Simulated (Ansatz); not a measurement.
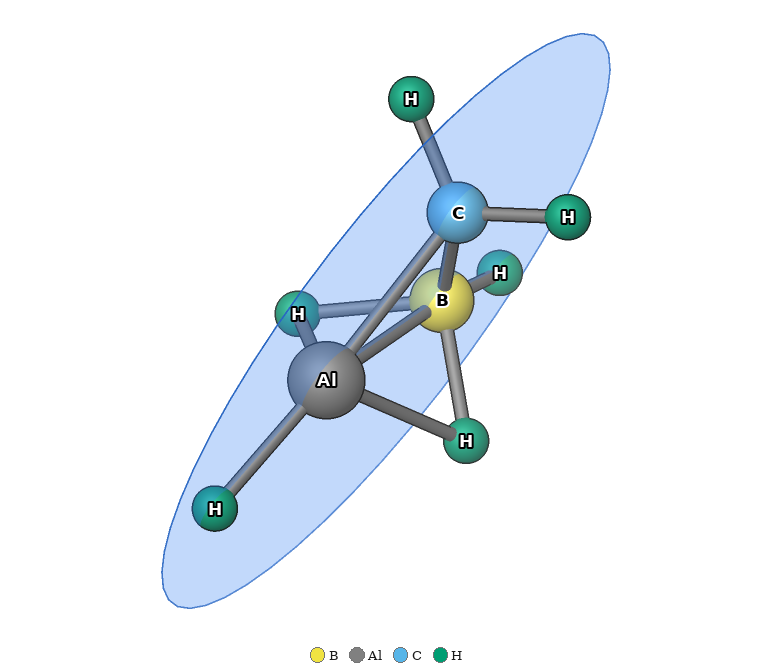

All proper rotation axes (lines) and mirror planes (discs) of the structure are drawn in. Depth is shown by fading: the farther an atom, the more it takes the colour of the background. The geometry was computed by an optimisation with PBE-D4/def2-SVP. No frequency run is at hand to confirm it as a minimum.

Name the symmetry elements and the point group.

Answer. It has 1 mirror plane. Point group Cs. The group has 2 operations. The geometry is achiral, and symmetry allows a dipole moment.
